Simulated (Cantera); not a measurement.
A closed system holds: 1 mol SiCl₄, 1.9 mol Cl₂, 11 mol H₂, held at 0.170 bar.

These are equilibrium values from Cantera (NASA tables, ideal gas, pure condensed phases), not measurements of a reactor. Candidate condensed phases: Si; 19 gas species. The tables' values for SiCl₃ are old estimates; treat these amounts as uncertain. Kinetics and transport are ignored.

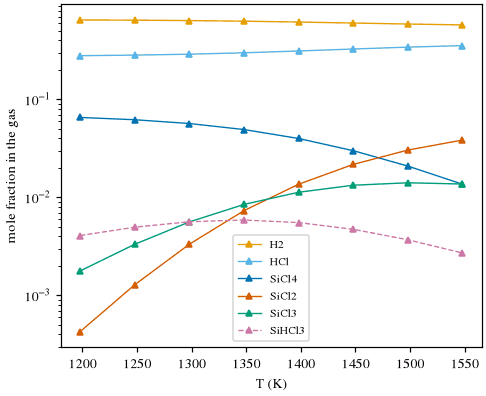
Figure. Equilibrium gas composition (values under 1e-9 drawn at 1e-9)

From 1198 K to 1548 K nothing is condensed. The main Si-bearing gas is SiCl₄ at 1198 K and SiCl₂ at 1548 K.
